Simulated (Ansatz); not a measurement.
GeH₄O···HCl

The calculation's input:

```
crystal:
  periodic: [false, false, false]
  atoms:
    - { symbol: Ge, position_ang: [-0.095387, -0.167128, -0.079312] }
    - { symbol: H, position_ang: [-0.116211, -0.064099, 1.462142] }
    - { symbol: H, position_ang: [1.33175, -0.077183, -0.599148] }
    - { symbol: O, position_ang: [-0.997729, 1.191374, -0.750409] }
    - { symbol: H, position_ang: [-1.924757, 1.068229, -0.870213] }
    - { symbol: H, position_ang: [-0.759709, -1.489062, -0.493556] }
    - { symbol: Cl, position_ang: [1.465481, 2.423988, 1.540547] }
    - { symbol: H, position_ang: [0.534863, 1.60438, 1.993349] }
basis:
  gaussian: { orbitals: def2-SVP }
hamiltonian:
  xc: hf
relax:
  f_tol: 0.03
  max_steps: 50
output:
  orbitals: {}
```

Run with:

```sh
ansatz run input.yaml --threads 1 --pin off --max-ram 2048MiB --backend cpu --events-out ev --progress --plain --runs-dir out
```

The fields are those of the run's last geometry, not of the input's.

Method: RHF/def2-SVP in Ansatz 0.2.0.

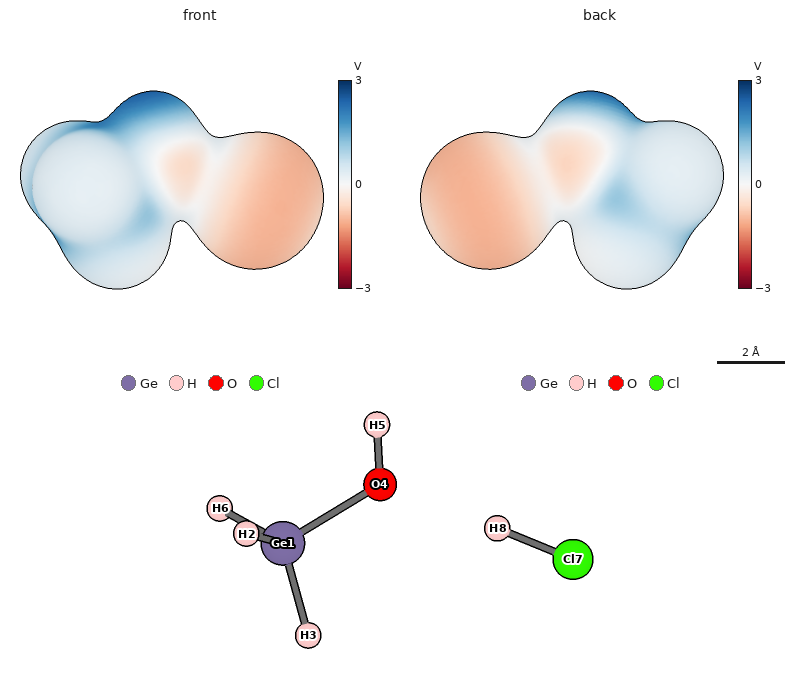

Figure 1. The electrostatic potential painted on the density surface at 0.001 e/bohr³, seen from the front and from behind; the colour scale runs from red (negative) to blue (positive). The bare structure is drawn below in the same view.

> Where is the surface potential most negative and most positive?

The most negative region (about −1.0 V, or −23 kcal/mol for a unit charge) lies over Cl7, the most positive (about +2.3 V, or +53 kcal/mol for a unit charge) over H5.

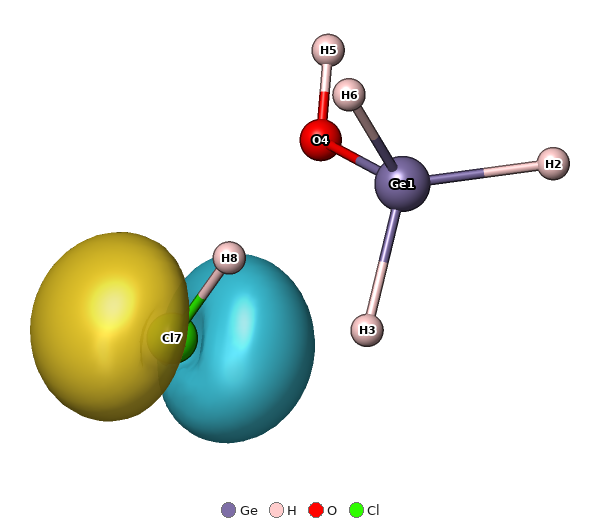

Figure 2. The HOMO at ±0.2 Å⁻³ᐟ² (yellow and cyan are the two phases), seen at an oblique angle.

> Where does this orbital lie, and at what energy?

It lies mainly on Cl7 (about 95 %); largely a lone pair of Cl7. Its energy is −11.79 eV.

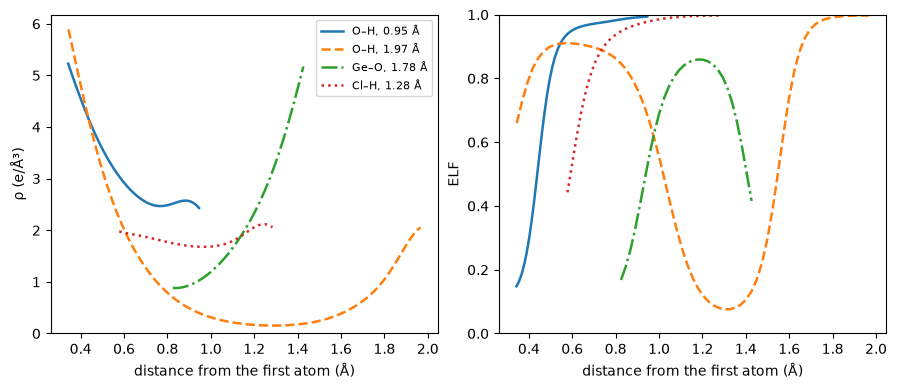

Figure 3. Total electron density and ELF along straight lines between neighbouring atoms. The curves leave out the atomic cores.

> Compare the contacts.

O–H (0.95 Å): the density is about 3.8 e/Å³ at the midpoint; the ELF climbs to about 1 towards the hydrogen, as it does in any bond to H.
O4···H8 (1.97 Å): the density falls to about 0.15 e/Å³ on the way; the ELF dips to about 0.10 between them.
Ge–O (1.78 Å): ρ at the midpoint is about 0.92 e/Å³; the ELF peaks at about 0.85 in the valence shell of O, 0.6 Å from its nucleus, and is about 0.35 at the midpoint.
Cl–H (1.28 Å): ρ at the midpoint is about 1.9 e/Å³; the ELF climbs to about 1 towards the hydrogen.
